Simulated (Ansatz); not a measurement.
# wB97X/6-31G(d) (spherical functions) run of CH7BSi2 (SMILES CB1[SiH2][SiH2]1)

Aim: the vertical singlet–triplet gap of CH7BSi2 at wB97X/6-31G* (spherical functions), from 2 runs. 

Program for the calculation: Ansatz 0.2.0.

75 further runs of the same task are left out: 75 set aside as unsound or not needed.

### Step 1. Starting point

The species is CH7BSi2 (11 atoms), meant as a singlet with charge 0. As SMILES, `CB1[SiH2][SiH2]1`. The coordinates come from a PBE0-D4/def2-TZVP relaxation.

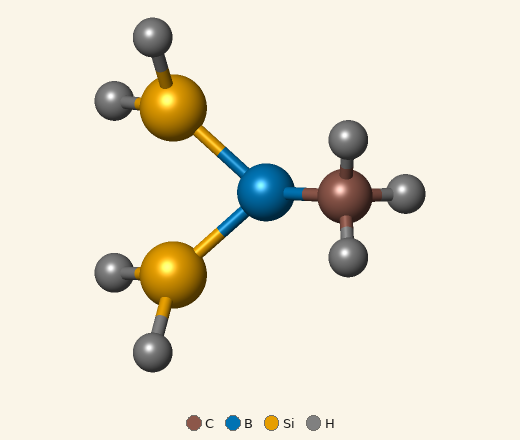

Viewed from a chosen angle; carbon brown, boron blue, silicon amber, hydrogen grey.

### Step 2. A single-point energy at wB97X/6-31G(d) (spherical functions)

The input, in.yaml:

```yaml
basis:
  gaussian: {orbitals: 6-31G_st_-spherical.json}
crystal:
  periodic: [false, false, false]
  atoms:
    - {symbol: C, position_ang: [-0.263900, 1.793500, 0.099500]}
    - {symbol: B, position_ang: [-0.450600, 0.243000, -0.016600]}
    - {symbol: Si, position_ang: [0.018800, -1.148600, 1.199400]}
    - {symbol: Si, position_ang: [0.210300, -0.982900, -1.318800]}
    - {symbol: H, position_ang: [0.165600, 2.121800, 1.048800]}
    - {symbol: H, position_ang: [-1.271300, 2.229100, 0.051100]}
    - {symbol: H, position_ang: [0.301000, 2.238000, -0.723000]}
    - {symbol: H, position_ang: [-0.479200, -2.541300, 1.107000]}
    - {symbol: H, position_ang: [0.876900, -0.975400, 2.403900]}
    - {symbol: H, position_ang: [1.239000, -0.662800, -2.346600]}
    - {symbol: H, position_ang: [-0.281200, -2.371200, -1.484200]}
hamiltonian: {xc: {name: wB97X}}
accuracy: high
output: {orbitals: {seedname: orbitals}}
```

The basis set 6-31G* is read from a file made from the Basis Set Exchange's data (not shown).

Launch:

```bash
$ ansatz run in.yaml --threads 1 --pin off --max-ram 3480MiB --events-out events.jsonl --progress --plain --runs-dir runs
```

Log:

```text
Warning: RAYON_NUM_THREADS=1 ignored (pool sized by the plan → 1); use --threads N
Functional definition: wB97X
  name "wB97X"
  parameter omega = 0.3/bohr
  parameter cx = 0.157706
  parameter cx1 = 0.726479
  parameter cx2 = 1.04760
  parameter cx3 = -5.70635
  parameter cx4 = 13.2794
  parameter css1 = -4.33879
  parameter css2 = 18.2308
  parameter css3 = -31.7430
  parameter css4 = 17.2901
  parameter cos1 = 2.37031
  parameter cos2 = -11.3995
  parameter cos3 = 6.58405
  parameter cos4 = -3.78132
  exchange = spin_sum(e_x_unif_sr(omega)*poly(b97_u_x, 1 - cx, cx1, cx2, cx3, cx4)) + cx*exact_x_sr(omega)
      + exact_x_lr(omega)
  correlation = spin_sum(e_c_pw_same_spin*poly(b97_u_same, 1, css1, css2, css3, css4))
      + integral(e_c_pw_opposite_spin*poly(b97_u_opposite, 1, cos1, cos2, cos3, cos4))
1867 factors; integrals over basis functions are off by at most 3.4e-9 eV
419 factors; integrals over basis functions are off by at most 2.5e-9 eV
mean field evaluation 1: about -17576.7199 eV, gradient 2.5e1 eV
mean field evaluation 2: about -17577.6306 eV, gradient 1.8e1 eV
mean field evaluation 4: about -17578.5105 eV, gradient 6.3e-1 eV
mean field evaluation 8: about -17578.6564 eV, gradient 7.8e-2 eV
mean field evaluation 16: about -17578.6564 eV, gradient 1.2e-4 eV
mean field -17578.65642379 eV, -646.0037083331 hartree, gradient 4.3e-8 eV, S^2 0.000000; 0 other end points of the search recorded, 0 dependent functions left out
reference -17578.65642043 eV, -646.0037082096 hartree; 23, 23 occupied and 55, 55 virtual orbitals, 1867 factors
Total energy: -17578.65642043 eV, -646.0037082096 hartree
```

Wall time 37 s (1 thread of Arm Neoverse V1, shared host); peak memory 0.51 GiB.

### Step 3. The triplet at the same level

The input, job.yaml:

```yaml
basis:
  gaussian: {orbitals: 6-31G_st_-spherical.json}
crystal:
  periodic: [false, false, false]
  atoms:
    - {symbol: C, position_ang: [-0.263900, 1.793500, 0.099500]}
    - {symbol: B, position_ang: [-0.450600, 0.243000, -0.016600]}
    - {symbol: Si, position_ang: [0.018800, -1.148600, 1.199400]}
    - {symbol: Si, position_ang: [0.210300, -0.982900, -1.318800]}
    - {symbol: H, position_ang: [0.165600, 2.121800, 1.048800]}
    - {symbol: H, position_ang: [-1.271300, 2.229100, 0.051100]}
    - {symbol: H, position_ang: [0.301000, 2.238000, -0.723000]}
    - {symbol: H, position_ang: [-0.479200, -2.541300, 1.107000]}
    - {symbol: H, position_ang: [0.876900, -0.975400, 2.403900]}
    - {symbol: H, position_ang: [1.239000, -0.662800, -2.346600]}
    - {symbol: H, position_ang: [-0.281200, -2.371200, -1.484200]}
magnetization: {spin_polarized: true, initial_magnetization: 2}
hamiltonian: {xc: {name: wB97X}}
accuracy: high
output: {orbitals: {seedname: orbitals}}
```

The basis set 6-31G* is read from a file made from the Basis Set Exchange's data (not shown).

Launch:

```bash
$ ansatz run job.yaml --threads 1 --pin off --max-ram 3480MiB --events-out events.jsonl --progress --plain --runs-dir runs
```

Log, shortened:

```text
Warning: RAYON_NUM_THREADS=1 ignored (pool sized by the plan → 1); use --threads N
Functional definition: wB97X
  name "wB97X"
[...]
      + exact_x_lr(omega)
[...]
      + integral(e_c_pw_opposite_spin*poly(b97_u_opposite, 1, cos1, cos2, cos3, cos4))
1868 factors; integrals over basis functions are off by at most 3.4e-9 eV
420 factors; integrals over basis functions are off by at most 2.4e-9 eV
[...]
mean field -17575.75780890 eV, -645.8971862006 hartree, gradient 8.2e-8 eV, S^2 2.010656; 4 other end points of the search recorded, 0 dependent functions left out
reference -17575.75780616 eV, -645.8971861000 hartree; 24, 22 occupied and 54, 56 virtual orbitals, 1868 factors
Total energy: -17575.75780616 eV, -645.8971861000 hartree
```

It took 2.4 min on 1 thread of Arm Neoverse V1, shared host; peak memory 0.9 GiB.

### Step 4. Outcome

Level: wB97X/6-31G* (spherical functions).

| quantity | value |
| --- | --- |
| singlet: total energy | -646.00371 Eh |
| singlet: HOMO energy | -8.40 eV |
| singlet: LUMO energy | 0.80 eV |
| singlet: HOMO–LUMO gap | 9.19 eV |
| triplet: total energy | -645.89719 Eh |
| triplet: HOMO energy (highest over α and β) | -5.50 eV |
| triplet: LUMO energy (lowest over α and β) | -2.51 eV |
| triplet: ⟨S²⟩ | 2.011 |
| vertical energy of the triplet above the singlet | 2.899 eV |

At this shape the triplet lies 2.90 eV (280 kJ/mol) above the singlet.
